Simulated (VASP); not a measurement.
# A VASP study of EuNi2As2 (AM05 + U): structure first, properties next, part 2 of 14

What structure does EuNi2As2 take at this level, and what are its properties? The start is a computed cell from the Materials Project.

VASP 6.6.1, plane waves and PAW; the level of theory is named at each step.

So far: Set-up; Magnetic order: ferromagnetic.

**2. Magnetic order: ferromagnetic (continued)**

Level of this step: AM05, DFT+U (Eu f 7 eV, Ni d 3 eV), spin-polarised from a ferromagnetic start; plane waves and PAW (Eu, Ni, As) (VASP).

OUTCAR, selected parts (step 2):

```text
ion  position               nearest neighbor table
   1  0.000  0.000  0.000-   4 3.20   4 3.20   5 3.20   4 3.20   5 3.20   4 3.20   5 3.20   5 3.20
                             2 3.25   2 3.25   3 3.25   2 3.25   3 3.25   3 3.25   3 3.25   2 3.25
   2  0.750  0.750  0.500-   5 2.35   4 2.35   4 2.35   5 2.35   3 2.89   3 2.89   3 2.89   3 2.89
                             1 3.25   1 3.25   1 3.25   1 3.25
   3  0.250  0.250  0.500-   4 2.35   5 2.35   5 2.35   4 2.35   2 2.89   2 2.89   2 2.89   2 2.89
                             1 3.25   1 3.25   1 3.25   1 3.25
   4  0.635  0.365  0.729-   3 2.35   2 2.35   3 2.35   2 2.35   5 2.74   1 3.20   1 3.20   1 3.20
                             1 3.20
   5  0.365  0.635  0.271-   3 2.35   2 2.35   3 2.35   2 2.35   4 2.74   1 3.20   1 3.20   1 3.20
                             1 3.20

  LATTYP: Found a body centered tetragonal cell.
 ALAT       =     4.0874383808
 C/A-ratio  =     2.4775368022

 Subroutine GETGRP returns: Found 16 space group operations
 (whereof 16 operations were pure point group operations)

The static configuration has the point symmetry D_4h.

 Found     30 irreducible k-points:

   k-points           NKPTS =     30   k-points in BZ     NKDIM =     30   number of bands    NBANDS=     38

   dimension x,y,z NGX =    28 NGY =   28 NGZ =   40
   dimension x,y,z NGXF=    56 NGYF=   56 NGZF=   80

   ENCUT  =  450.0 eV  33.07 Ry    5.75 a.u.   7.07  7.07 10.08*2*pi/ulx,y,z

   NELECT =      47.0000    total number of electrons

 k-points in reciprocal lattice and weights: Automatic mesh
   0.00000000  0.00000000  0.00000000       0.005
   0.16666667  0.00000000 -0.00000000       0.037
   0.33333333  0.00000000 -0.00000000       0.037
   0.50000000  0.00000000 -0.00000000       0.019
   0.16666667  0.16666667  0.00000000       0.019
   0.33333333  0.16666667  0.00000000       0.074
   0.50000000  0.16666667  0.00000000       0.074
  -0.33333333  0.16666667  0.00000000       0.074
  -0.16666667  0.16666667  0.00000000       0.037
[...]
-0.16666667  0.16666667  0.33333333       0.019
   0.00000000  0.00000000  0.50000000       0.005

atom =   1  type =  1  l = 3

 onsite density matrix

spin component  1

  0.9707 -0.0000  0.0043 -0.0000 -0.0000 -0.0000 -0.0000
 -0.0000  0.9583  0.0000  0.0000  0.0000  0.0000  0.0000
  0.0043  0.0000  0.9731 -0.0000  0.0000  0.0000  0.0000
 -0.0000  0.0000 -0.0000  0.9733  0.0000  0.0000  0.0000
 -0.0000  0.0000  0.0000  0.0000  0.9731 -0.0000 -0.0043
 -0.0000  0.0000  0.0000  0.0000 -0.0000  0.9709 -0.0000
 -0.0000  0.0000  0.0000  0.0000 -0.0043 -0.0000  0.9707

spin component  2

  0.0011  0.0000 -0.0002 -0.0000  0.0000  0.0000  0.0000
  0.0000  0.0019  0.0000 -0.0000 -0.0000  0.0000 -0.0000
 -0.0002  0.0000  0.0012  0.0000  0.0000 -0.0000 -0.0000
 -0.0000 -0.0000  0.0000  0.0014  0.0000 -0.0000 -0.0000
  0.0000 -0.0000  0.0000  0.0000  0.0012 -0.0000  0.0002
  0.0000  0.0000 -0.0000 -0.0000 -0.0000  0.0014 -0.0000
  0.0000 -0.0000 -0.0000 -0.0000  0.0002 -0.0000  0.0011

 occupancies and eigenvectors

  o =  0.0009  v =  0.0000  0.0000  0.0000  0.0000  0.0000  0.0000  0.0000 -0.0012 -0.0000 -0.0008  0.0000  0.5554  0.0000 -0.8316      0.0000  0.0000  0.0000  0.0000  0.0000  0.0000  0.0000  0.0000  0.0000  0.0000  0.0000  0.0000  0.0000  0.0000
  o =  0.0009  v =  0.0000  0.0000  0.0000  0.0000  0.0000  0.0000  0.0000  0.8316 -0.0000  0.5554 -0.0000  0.0008  0.0000 -0.0012      0.0000  0.0000  0.0000  0.0000  0.0000  0.0000  0.0000  0.0000  0.0000  0.0000  0.0000  0.0000  0.0000  0.0000
  o =  0.0014  v =  0.0000  0.0000  0.0000  0.0000  0.0000  0.0000  0.0000 -0.0003 -0.0000  0.0005  0.0000  0.8316  0.0000  0.5554      0.0000  0.0000  0.0000  0.0000  0.0000  0.0000  0.0000  0.0000  0.0000  0.0000  0.0000  0.0000  0.0000  0.0000
  o =  0.0014  v =  0.0000  0.0000  0.0000  0.0000  0.0000  0.0000  0.0000 -0.5554 -0.0000  0.8316 -0.0000 -0.0005  0.0000 -0.0003      0.0000  0.0000  0.0000  0.0000  0.0000  0.0000  0.0000  0.0000  0.0000  0.0000  0.0000  0.0000  0.0000  0.0000
  o =  0.0014  v =  0.0000  0.0000  0.0000  0.0000  0.0000  0.0000  0.0000  0.0000 -0.0000 -0.0000  0.0000 -0.0000  1.0000 -0.0000      0.0000  0.0000  0.0000  0.0000  0.0000  0.0000  0.0000  0.0000  0.0000  0.0000  0.0000  0.0000  0.0000  0.0000
  o =  0.0014  v =  0.0000  0.0000  0.0000  0.0000  0.0000  0.0000  0.0000 -0.0000  0.0000  0.0000  1.0000 -0.0000 -0.0000 -0.0000      0.0000  0.0000  0.0000  0.0000  0.0000  0.0000  0.0000  0.0000  0.0000  0.0000  0.0000  0.0000  0.0000  0.0000
  o =  0.0019  v =  0.0000  0.0000  0.0000  0.0000  0.0000  0.0000  0.0000  0.0000 -1.0000 -0.0000  0.0000 -0.0000 -0.0000  0.0000      0.0000  0.0000  0.0000  0.0000  0.0000  0.0000  0.0000  0.0000  0.0000  0.0000  0.0000  0.0000  0.0000  0.0000
  o =  0.9583  v = -0.0000 -1.0000  0.0000 -0.0000  0.0000  0.0000  0.0000  0.0000  0.0000  0.0000  0.0000  0.0000  0.0000  0.0000      0.0000  0.0000  0.0000  0.0000  0.0000  0.0000  0.0000  0.0000  0.0000  0.0000  0.0000  0.0000  0.0000  0.0000
  o =  0.9674  v =  0.0019 -0.0000 -0.0014  0.0000 -0.6031 -0.0000 -0.7976  0.0000  0.0000  0.0000  0.0000  0.0000  0.0000  0.0000      0.0000  0.0000  0.0000  0.0000  0.0000  0.0000  0.0000  0.0000  0.0000  0.0000  0.0000  0.0000  0.0000  0.0000
  o =  0.9674  v =  0.7976 -0.0000 -0.6031 -0.0000  0.0014  0.0000  0.0019  0.0000  0.0000  0.0000  0.0000  0.0000  0.0000  0.0000      0.0000  0.0000  0.0000  0.0000  0.0000  0.0000  0.0000  0.0000  0.0000  0.0000  0.0000  0.0000  0.0000  0.0000
  o =  0.9709  v = -0.0000  0.0000  0.0000 -0.0000 -0.0000  1.0000 -0.0000  0.0000  0.0000  0.0000  0.0000  0.0000  0.0000  0.0000      0.0000  0.0000  0.0000  0.0000  0.0000  0.0000  0.0000  0.0000  0.0000  0.0000  0.0000  0.0000  0.0000  0.0000
  o =  0.9733  v =  0.0000 -0.0000  0.0000  1.0000  0.0000  0.0000 -0.0000  0.0000  0.0000  0.0000  0.0000  0.0000  0.0000  0.0000      0.0000  0.0000  0.0000  0.0000  0.0000  0.0000  0.0000  0.0000  0.0000  0.0000  0.0000  0.0000  0.0000  0.0000
  o =  0.9764  v =  0.0078  0.0000  0.0103  0.0000 -0.7976 -0.0000  0.6031  0.0000  0.0000  0.0000  0.0000  0.0000  0.0000  0.0000      0.0000  0.0000  0.0000  0.0000  0.0000  0.0000  0.0000  0.0000  0.0000  0.0000  0.0000  0.0000  0.0000  0.0000
  o =  0.9764  v =  0.6031  0.0000  0.7976 -0.0000  0.0103  0.0000 -0.0078  0.0000  0.0000  0.0000  0.0000  0.0000  0.0000  0.0000      0.0000  0.0000  0.0000  0.0000  0.0000  0.0000  0.0000  0.0000  0.0000  0.0000  0.0000  0.0000  0.0000  0.0000

atom =   2  type =  2  l = 2

 onsite density matrix

spin component  1

  0.9020  0.0000  0.0000 -0.0000 -0.0000
  0.0000  0.8556  0.0000  0.0000 -0.0000
[...]
o =  0.9023  v =  0.0000  0.0000  0.0000  0.0000  0.0000  1.0000  0.0000  0.0000  0.0000  0.0000      0.0000  0.0000  0.0000  0.0000  0.0000  0.0000  0.0000  0.0000  0.0000  0.0000

atom =   3  type =  2  l = 2

 onsite density matrix

spin component  1

  0.9020  0.0000  0.0000 -0.0000  0.0000
  0.0000  0.8556 -0.0000  0.0000  0.0000
  0.0000 -0.0000  0.8742 -0.0000 -0.0000
 -0.0000  0.0000 -0.0000  0.8556 -0.0000
  0.0000  0.0000 -0.0000 -0.0000  0.8386

spin component  2

  0.9023  0.0000  0.0000 -0.0000  0.0000
  0.0000  0.8569 -0.0000 -0.0000  0.0000
  0.0000 -0.0000  0.8746 -0.0000 -0.0000
 -0.0000 -0.0000 -0.0000  0.8569 -0.0000
  0.0000  0.0000 -0.0000 -0.0000  0.8446

 occupancies and eigenvectors

  o =  0.8386  v =  0.0000  0.0000  0.0000  0.0000  1.0000  0.0000  0.0000  0.0000  0.0000  0.0000      0.0000  0.0000  0.0000  0.0000  0.0000  0.0000  0.0000  0.0000  0.0000  0.0000
  o =  0.8446  v =  0.0000  0.0000  0.0000  0.0000  0.0000  0.0000 -0.0000  0.0000 -0.0000  1.0000      0.0000  0.0000  0.0000  0.0000  0.0000  0.0000  0.0000  0.0000  0.0000  0.0000
  o =  0.8556  v =  0.0000 -0.6431 -0.0000  0.7658  0.0000  0.0000  0.0000  0.0000  0.0000  0.0000      0.0000  0.0000  0.0000  0.0000  0.0000  0.0000  0.0000  0.0000  0.0000  0.0000
  o =  0.8556  v =  0.0000 -0.7658  0.0000 -0.6431  0.0000  0.0000  0.0000  0.0000  0.0000  0.0000      0.0000  0.0000  0.0000  0.0000  0.0000  0.0000  0.0000  0.0000  0.0000  0.0000
  o =  0.8569  v =  0.0000  0.0000  0.0000  0.0000  0.0000  0.0000 -0.7191 -0.0000  0.6949 -0.0000      0.0000  0.0000  0.0000  0.0000  0.0000  0.0000  0.0000  0.0000  0.0000  0.0000
  o =  0.8569  v =  0.0000  0.0000  0.0000  0.0000  0.0000  0.0000 -0.6949  0.0000 -0.7191 -0.0000      0.0000  0.0000  0.0000  0.0000  0.0000  0.0000  0.0000  0.0000  0.0000  0.0000
  o =  0.8742  v =  0.0000 -0.0000  1.0000  0.0000 -0.0000  0.0000  0.0000  0.0000  0.0000  0.0000      0.0000  0.0000  0.0000  0.0000  0.0000  0.0000  0.0000  0.0000  0.0000  0.0000
  o =  0.8746  v =  0.0000  0.0000  0.0000  0.0000  0.0000  0.0000  0.0000  1.0000  0.0000 -0.0000      0.0000  0.0000  0.0000  0.0000  0.0000  0.0000  0.0000  0.0000  0.0000  0.0000
  o =  0.9020  v =  1.0000  0.0000  0.0000  0.0000  0.0000  0.0000  0.0000  0.0000  0.0000  0.0000      0.0000  0.0000  0.0000  0.0000  0.0000  0.0000  0.0000  0.0000  0.0000  0.0000
  o =  0.9023  v =  0.0000  0.0000  0.0000  0.0000  0.0000  1.0000  0.0000  0.0000  0.0000  0.0000      0.0000  0.0000  0.0000  0.0000  0.0000  0.0000  0.0000  0.0000  0.0000  0.0000

 average (electrostatic) potential at core
       1 -33.9829       2 -83.7804       3 -83.7804       4 -48.2889       5 -48.2889

 E-fermi :   6.1972

 spin component 1
 k-point     1 :       0.0000    0.0000    0.0000
  band No.  band energies     occupation
    ...
     22       5.0020      1.00000
     23       5.0020      1.00000
     24       5.0367      1.00000
     25       5.0818      1.00000
     26       5.0834      1.00000
     27       6.3910     -0.02165
     28       7.4188     -0.00000
     29       7.4188     -0.00000
     30       9.1063     -0.00000
     31       9.5636     -0.00000
    ...

 k-point     2 :       0.1667    0.0000   -0.0000
  band No.  band energies     occupation
    ...
     23       5.0421      1.00000
     24       5.0441      1.00000
     25       5.0565      1.00000
     26       5.4731      1.00000
     27       5.9447      1.03525
     28       7.0291     -0.00000
     29       7.7851     -0.00000
     30       9.1115     -0.00000
     31      10.3025      0.00000
     32      10.7491      0.00000
    ...

 k-point     3 :       0.3333    0.0000   -0.0000
  band No.  band energies     occupation
    ...
     23       4.9975      1.00000
     24       5.0577      1.00000
     25       5.1477      1.00000
     26       5.8973      1.02767
     27       5.9345      1.03439
     28       6.9003     -0.00000
     29       8.2710     -0.00000
     30       8.9781     -0.00000
     31       9.4184     -0.00000
     32      10.4162      0.00000
    ...

 k-point     4 :       0.5000    0.0000   -0.0000
  band No.  band energies     occupation
    ...
     22       4.9856      1.00000
     23       4.9963      1.00000
     24       5.0693      1.00000
     25       5.1252      1.00000
     26       5.8466      1.01631
     27       6.8735     -0.00001
     28       7.0217     -0.00000
     29       7.4250     -0.00000
     30       8.7490     -0.00000
     31       9.4155     -0.00000
    ...

 k-point     5 :       0.1667    0.1667    0.0000
  band No.  band energies     occupation
    ...
     23       5.0574      1.00000
     24       5.0640      1.00000
     25       5.0882      1.00000
     26       5.3471      1.00000
     27       5.7804      1.00604
     28       6.2350      0.34289
     29       8.9221     -0.00000
     30       9.3261     -0.00000
     31       9.7932     -0.00000
     32      10.7353      0.00000
    ...

 k-point     6 :       0.3333    0.1667    0.0000
  band No.  band energies     occupation
    ...
     24       5.0535      1.00000
     25       5.0948      1.00000
     26       5.5544      1.00003
     27       5.6770      1.00073
     28       6.0800      0.91350
     29       8.7328     -0.00000
     30       9.5384     -0.00000
     31       9.7303     -0.00000
     32      10.7429      0.00000
     33      10.9942      0.00000
    ...

  Total       -1.8317360     -1.8317360     -2.1416380      0.0000000     -0.0000000     -0.0000000
  in kB      -34.6920282    -34.6920282    -40.5613939      0.0000000     -0.0000000     -0.0000000
  external PRESSURE =     -36.6484835 kB  Pullay stress =       0.0000000 kB

  energy-cutoff  :      450.00
  volume of cell :       84.59
      direct lattice vectors                 reciprocal lattice vectors
     0.000000000 -4.087438381  0.000000000     0.000000000 -0.244652006  0.098748082
    -4.087438381  0.000000000  0.000000000    -0.244652006  0.000000000 -0.098748082
     2.043719190 -2.043719190 -5.063389508     0.000000000  0.000000000 -0.197496163

 POSITION                                       TOTAL-FORCE (eV/Angst)
 -----------------------------------------------------------------------------------
      0.00000      0.00000      0.00000         0.000000      0.000000     -0.000000
     -2.04372     -4.08744     -2.53169         0.000000      0.000000     -0.000000
      0.00000     -2.04372     -2.53169        -0.000000     -0.000000     -0.000000
      0.00000     -4.08744     -3.69219         0.000000     -0.000000      0.223181
     -2.04372     -2.04372     -1.37120        -0.000000      0.000000     -0.223181
 -----------------------------------------------------------------------------------
    total drift:                               -0.000000     -0.000000      0.000000

  FREE ENERGIE OF THE ION-ELECTRON SYSTEM (eV)
  ---------------------------------------------------
  free  energy   TOTEN  =       -32.1119549216 eV

  energy  without entropy=      -32.1053951479  energy(sigma->0) =      -32.10976833

 total charge
# of ion       s       p       d       f       tot
--------------------------------------------------
    1        2.023   5.733   0.330   6.791  14.878
    2        0.429   0.464   8.629   0.000   9.523
    3        0.429   0.464   8.629   0.000   9.523
    4        1.210   1.509   0.078   0.000   2.796
    5        1.210   1.509   0.078   0.000   2.796
--------------------------------------------------
tot          5.300   9.679  17.745   6.791  39.515

 magnetization (x)
# of ion       s       p       d       f       tot
--------------------------------------------------
    1       -0.009  -0.083   0.059   6.774   6.741
    2       -0.003   0.000  -0.010   0.000  -0.012
    3       -0.003   0.000  -0.010   0.000  -0.012
    4       -0.005  -0.013   0.002   0.000  -0.016
    5       -0.005  -0.013   0.002   0.000  -0.016
--------------------------------------------------
tot         -0.024  -0.110   0.044   6.774   6.684

[... 6 further parts left out ...]
```

The k-mesh is coarse for a metal. A U on the itinerant d states of such a compound is hard to justify; it moves the bands at the Fermi level and favours large moments. The PAW data sets were made with PBE, which is usual practice but a small mismatch for other functionals. At this level the cell is under a tension of 3.7 GPa, so at these settings it is away from equilibrium.

Numbers from this step:

- SCF cycles: 19
- electrons: 47
- bands: 38
- irreducible k-points: 30
- symmetry operations: 16
- free energy (TOTEN): -32.11 eV
- energy at zero smearing: -32.11 eV
- Fermi energy: 6.197 eV
- pressure: -3.665 GPa
- moment of the cell, from the last line of the log: 7.008 μB
- metallic: yes

Spin moment in the PAW sphere by atom:

```tsv
atom	spin moment in the PAW sphere (μB)
Eu1	6.74
Ni2	-0.01
Ni3	-0.01
As4	-0.02
As5	-0.02
```

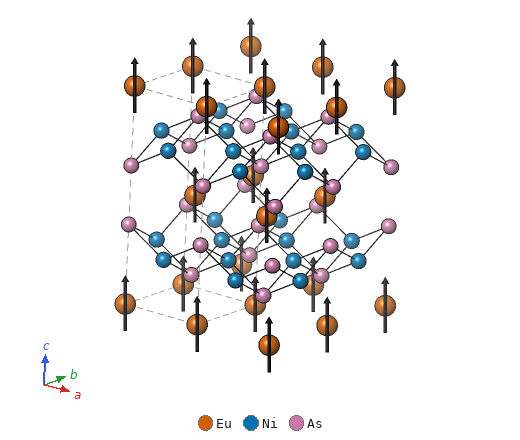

Spin moment in the PAW sphere as arrows, the longest 6.74 μB. Up and down stand for the sign. Arrows give size and sign along the axis of quantisation, drawn up and down the page. 2×2×1 conventional cells are drawn. Some periodic images of atoms are drawn too.

Force by atom:

```tsv
atom	x (eV/Å)	y (eV/Å)	z (eV/Å)	size
Eu1	0.000	0.000	0.000	0.000
Ni2	0.000	0.000	0.000	0.000
Ni3	0.000	0.000	0.000	0.000
As4	0.000	0.000	0.223	0.223
As5	0.000	0.000	-0.223	0.223
```

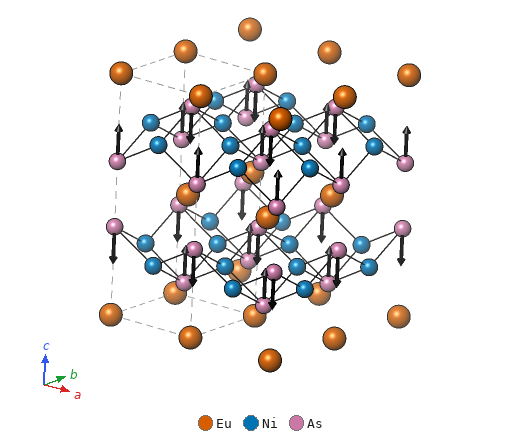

Force as arrows, the longest 0.223 eV/Å. 2×2×1 conventional cells are drawn. Some periodic images of atoms are drawn too.

The run ends ferromagnetic with a largest moment of 6.74 μB, and the mesh shows no gap.

(Part 2 of 14 ends here.)

[Lines on the potential files, build, host, timing and source positions are cut from VASP's logs without a mark.]

[Logs are printed without paths, hosts, clocks, repeated set-up lines and the standing remarks that a program may print on its own settings, such as how far it seeks lower states.]

[Hosts, paths, dates, database ids (printed as entryN), source tags and the programs' standing remarks are cut or masked in the printed files.]

[A measured line is paired with the nearest computed mode of its activity, which favours agreement.]

[In band tables of VASP the shares of atoms and orbitals are scaled to a sum of 1 inside the atoms' spheres.]
